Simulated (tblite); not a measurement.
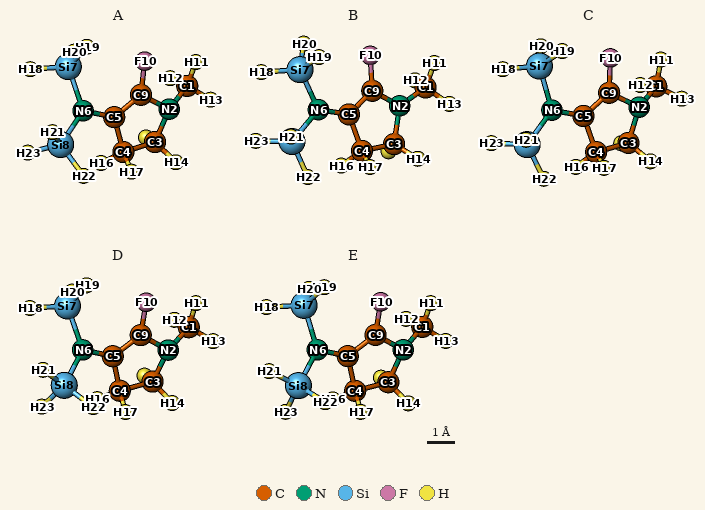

5 geometries from one relaxation of C5H13FN2Si2, in shuffled order. Style: ball-and-stick. Shown from a free direction.

Method: tblite, GFN2-xTB geometry optimisation, gas phase. 

Question: Put them in the order of the run, from the start to the converged end.

Answer: B, C, A, D, E. They are steps 0, 39, 133, 160, 219, at +51.2 kJ/mol, +5.02 kJ/mol, +3.04 kJ/mol, +1.53 kJ/mol relative to the last. The largest move after the best rigid fit is that of an H atom, 1.63 Å. By element the largest moves are H 1.63 Å, F 0.82 Å, C 0.41 Å, N 0.38 Å, Si 0.36 Å. Near-neighbour distances that change, for instance: Si–Si 2.732 → 3.099 Å, H–Si 1.487 → 1.460 Å, C–N 1.376 → 1.402 Å, C–H 1.115 → 1.090 Å. Bond angles that change, for instance: Si–N–Si 104.8° → 125.1°, C–N–Si 128.5° → 117.7°, C–N–Si 126.6° → 116.8°. Groups turn about N–Si by about 55°, C–N by about 25°. Over 219 geometry steps the energy falls by 51.2 kJ/mol. The run took 1.9 s on 1 thread of Arm Neoverse V2, with other jobs on the host.
